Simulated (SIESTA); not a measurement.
Band structure of C (P6_3/mmc, 4 atoms in the cell).

```yaml
crystal:
  lattice:
    - [1.23000, -2.13042, 0.00000]
    - [1.23000, 2.13042, 0.00000]
    - [0.00000, 0.00000, 6.71000]
  atoms:
    - { symbol: C, position: [0.00000, 0.00000, 0.25000] }
    - { symbol: C, position: [0.00000, 0.00000, 0.75000] }
    - { symbol: C, position: [0.33333, 0.66667, 0.25000] }
    - { symbol: C, position: [0.66667, 0.33333, 0.75000] }
```

Level of theory: GGA PBE, numerical atomic orbitals DZP, PseudoDojo PBE standard norm-conserving potentials (rewritten from UPF to PSML) (SIESTA).

Settings: XC.functional = GGA; XC.authors = PBE; potentials = PseudoDojo PBE standard; PAO.BasisSize = DZP; PAO.EnergyShift = 0.01 Ry; MeshCutoff = 300 Ry; kgrid.MonkhorstPack = 15 15 5; OccupationFunction = MP; OccupationMPOrder = 0; ElectronicTemperature = 1578.21 K; MaxSCFIterations = 150; SCF.Mixer.Method = Broyden; SCF.Mixer.Weight = 0.1; SCF.Mixer.History = 8.

The starting cell has typed, rounded lattice constants, without a prior relaxation at this level. Values carry the incompleteness of an atom-centred basis.

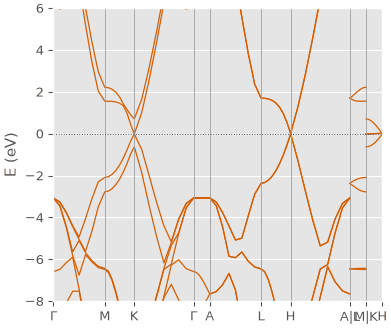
Figure: Bands along the path, energies from the Fermi level.

Levels in eV from the Fermi level, bands 5 to 10:
```
point       5       6      7      8      9    10
-----  ------  ------  -----  -----  -----  ----
Γ       -3.08   -3.08  -3.07  -3.07   6.08  8.39
M       -6.49   -6.43  -2.78  -2.09   1.55  2.22
K      -10.63  -10.63  -0.63  -0.02  -0.02  0.70
A       -3.07   -3.07  -3.07  -3.07   8.22  8.22
L       -6.46   -6.46  -2.37  -2.37   1.70  1.70
H      -10.64  -10.64  -0.01  -0.01   0.02  0.02
```

No band crosses the Fermi level by more than 0.03 eV along this path.

Higher empty bands are left out: an atom-centred basis made for the valence describes them poorly.
